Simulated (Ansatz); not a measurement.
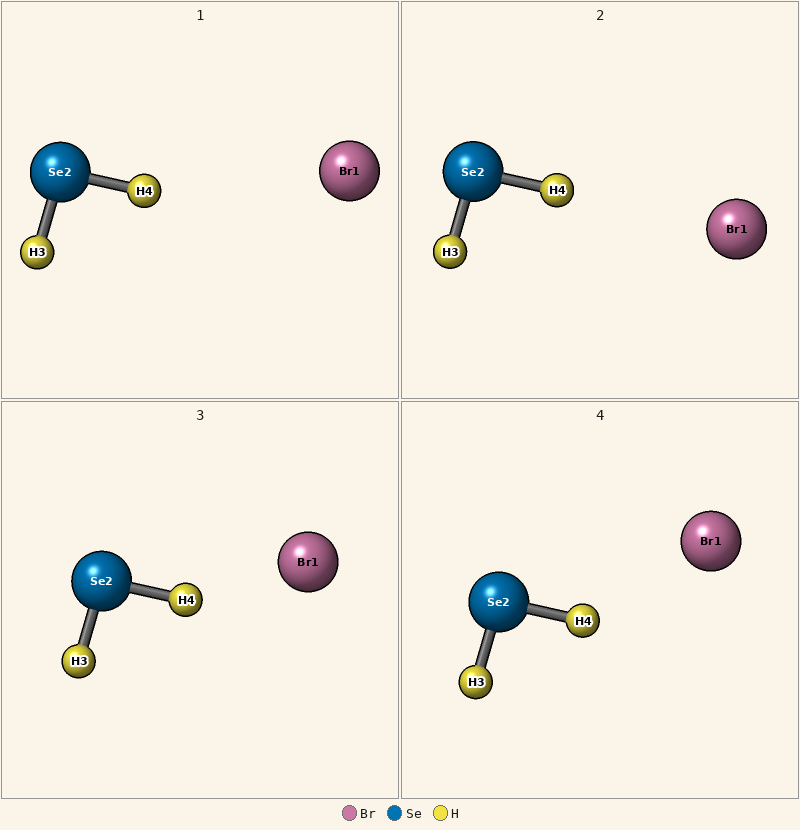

The pair Br···H₂Se, charge −1. Coordinates scanned: (1) separation of H4 and Br1 along their line in the relaxed pair; (2) sideways slip of Br1. Nothing is relaxed (both partners rigid). The scan uses a 13 × 13 grid. Points are written as (first, second). Energies are in cm⁻¹, from the lowest grid point. Level of theory: RKS BHLYP-D4/def2-TZVPD (Ansatz 0.2.0).

The numbered pictures are structures from this grid.

> Rank them by energy, lowest first.

3, at (1.954 Å, −1.10 Å): 565 cm⁻¹; 4, at (1.892 Å, −1.83 Å): 1042 cm⁻¹; 2, at (3.229 Å, 0.00 Å): 1650 cm⁻¹; 1, at (3.442 Å, −1.10 Å): 2276 cm⁻¹.

The map, with the structures marked:

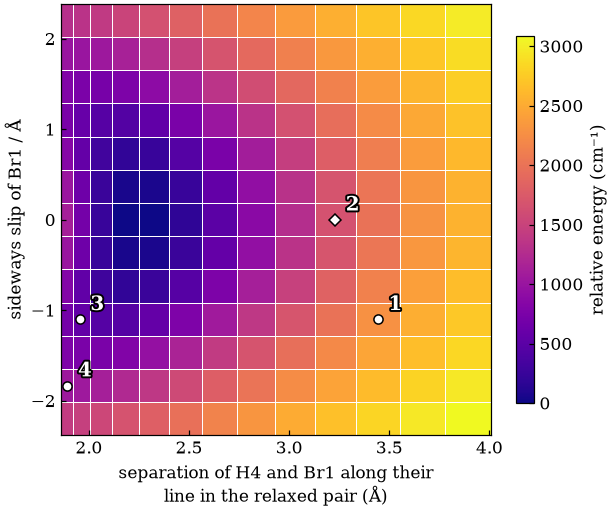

The picture shows one coloured cell a grid point.
